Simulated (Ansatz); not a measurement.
# AlNH3O (SMILES [NH2][Al][OH]): UCAM-B3LYP/def2-SVPD

Aim: the vertical ionisation energy of AlNH3O at UCAM-B3LYP/def2-SVPD, from 2 runs. 

The results are computed with Ansatz 0.2.0.

60 further runs of the same task are left out: 60 set aside as unsound or not needed. Runs told in other sessions of the task aren't counted.

## Step 1: The molecule

AlNH3O: 6 atoms, total charge 0, spin state doublet. SMILES: `[NH2][Al][OH]`. The coordinates come from a PBE0-D4/def2-TZVP relaxation. This is one conformer, not always the lowest.

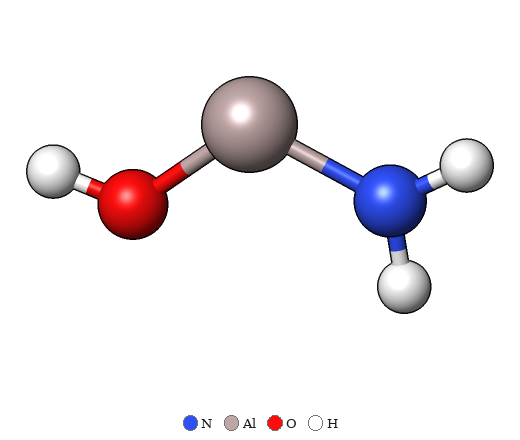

Viewed from a chosen angle; nitrogen blue, aluminium light grey, oxygen red, hydrogen white.

## Step 2: A single-point energy at UCAM-B3LYP/def2-SVPD

The input, in.yaml:

```yaml
crystal:
  periodic: [false, false, false]
  atoms:
    - {symbol: N, position_ang: [-0.923900, 0.240200, -0.760800]}
    - {symbol: Al, position_ang: [0.595200, 0.601300, 0.070700]}
    - {symbol: O, position_ang: [1.194100, -0.618500, 1.101200]}
    - {symbol: H, position_ang: [-1.434300, -0.623600, -0.657200]}
    - {symbol: H, position_ang: [-1.394700, 0.861600, -1.396800]}
    - {symbol: H, position_ang: [2.005700, -0.525100, 1.596800]}
basis:
  gaussian:
    orbitals: def2-SVPD
magnetization:
  spin_polarized: true
  initial_magnetization: 1
hamiltonian:
  xc: {name: CAM-B3LYP}
accuracy: high
output: {orbitals: {seedname: orbitals}}
```

Command:

```
$ ansatz run in.yaml --threads 1 --pin off --max-ram 2610MiB --events-out events.jsonl --progress --plain --runs-dir runs
```

The log of the run:

```text
Warning: RAYON_NUM_THREADS=1 ignored (pool sized by the plan → 1); use --threads N
Functional definition: CAM-B3LYP
  name "CAM-B3LYP"
  parameter alpha = 0.19
  parameter beta = 0.46
  parameter omega = 0.33/bohr
  parameter ac = 0.81
  exchange = (1 - alpha - beta)*b88_x + beta*b88_x_sr(omega) + alpha*exact_x + beta*exact_x_lr(omega)
  correlation = (1 - ac)*vwn5_c + ac*lyp_c
1783 factors; integrals over basis functions are off by at most 3.5e-9 eV
478 factors; integrals over basis functions are off by at most 1.5e-9 eV
mean field evaluation 1: about -10167.8632 eV, gradient 5.2e1 eV
mean field evaluation 2: about -10153.7646 eV, gradient 7.8e1 eV
mean field evaluation 4: about -10178.4102 eV, gradient 4.7e0 eV
mean field evaluation 8: about -10178.5599 eV, gradient 1.5e-1 eV
mean field evaluation 16: about -10178.5604 eV, gradient 3.4e-4 eV
mean field -10178.56041183 eV, -374.0551958587 hartree, gradient 1.2e-8 eV, S^2 0.751407; 0 other end points of the search recorded, 0 dependent functions left out
reference -10178.56042972 eV, -374.0551965161 hartree; 16, 15 occupied and 75, 76 virtual orbitals, 1783 factors
Total energy: -10178.56042972 eV, -374.0551965161 hartree
```

Run time: 14 s. Hardware: 1 thread of Arm Neoverse V1, shared host; peak memory 0.4 GiB.

## Step 3: The singlet cation at the same level

The input, molecule.yaml:

```yaml
crystal:
  periodic: [false, false, false]
  atoms:
    - symbol: "N"
      position_ang: [-0.923900, 0.240200, -0.760800]
    - symbol: Al
      position_ang: [0.595200, 0.601300, 0.070700]
    - symbol: O
      position_ang: [1.194100, -0.618500, 1.101200]
    - symbol: H
      position_ang: [-1.434300, -0.623600, -0.657200]
    - symbol: H
      position_ang: [-1.394700, 0.861600, -1.396800]
    - symbol: H
      position_ang: [2.005700, -0.525100, 1.596800]
basis:
  gaussian:
    orbitals: def2-SVPD
hamiltonian:
  xc: {name: CAM-B3LYP}
total_charge: 1
output: {orbitals: {seedname: orbitals}}
accuracy: high
```

Command:

```
$ ansatz run molecule.yaml --threads 1 --pin off --max-ram 2610MiB --events-out events.jsonl --progress --plain --runs-dir runs
```

The log of the run:

```text
Warning: RAYON_NUM_THREADS=1 ignored (pool sized by the plan → 1); use --threads N
Functional definition: CAM-B3LYP
  name "CAM-B3LYP"
  parameter alpha = 0.19
  parameter beta = 0.46
  parameter omega = 0.33/bohr
  parameter ac = 0.81
  exchange = (1 - alpha - beta)*b88_x + beta*b88_x_sr(omega) + alpha*exact_x + beta*exact_x_lr(omega)
  correlation = (1 - ac)*vwn5_c + ac*lyp_c
1783 factors; integrals over basis functions are off by at most 3.5e-9 eV
478 factors; integrals over basis functions are off by at most 1.5e-9 eV
mean field evaluation 1: about -10148.1855 eV, gradient 1.1e2 eV
mean field evaluation 2: about -10078.6671 eV, gradient 1.8e2 eV
mean field evaluation 4: about -10170.0910 eV, gradient 1.3e1 eV
mean field evaluation 8: about -10170.4406 eV, gradient 3.8e-1 eV
mean field evaluation 16: about -10170.4411 eV, gradient 2.2e-5 eV
mean field -10170.44108538 eV, -373.7568161151 hartree, gradient 6.5e-8 eV, S^2 0.000000; 0 other end points of the search recorded, 0 dependent functions left out
reference -10170.44110392 eV, -373.7568167966 hartree; 15, 15 occupied and 76, 76 virtual orbitals, 1783 factors
Total energy: -10170.44110392 eV, -373.7568167966 hartree
```

Wall time 7.2 s (1 thread of Arm Neoverse V1, shared host); peak memory 0.28 GiB.

## Step 4: Results

Level: UCAM-B3LYP/def2-SVPD.

```
                                          quantity          value
                      doublet AlNH3O: total energy  -374.05520 Eh
doublet AlNH3O: HOMO energy (highest over α and β)       -6.95 eV
 doublet AlNH3O: LUMO energy (lowest over α and β)       -1.58 eV
                              doublet AlNH3O: ⟨S²⟩          0.751
                      singlet cation: total energy  -373.75682 Eh
                       singlet cation: HOMO energy      -14.79 eV
                       singlet cation: LUMO energy       -9.18 eV
                     singlet cation: HOMO–LUMO gap        5.60 eV
vertical ionisation energy (to the singlet cation)       8.119 eV
```

**Reading.** The vertical ionisation energy comes to 8.12 eV (783 kJ/mol).
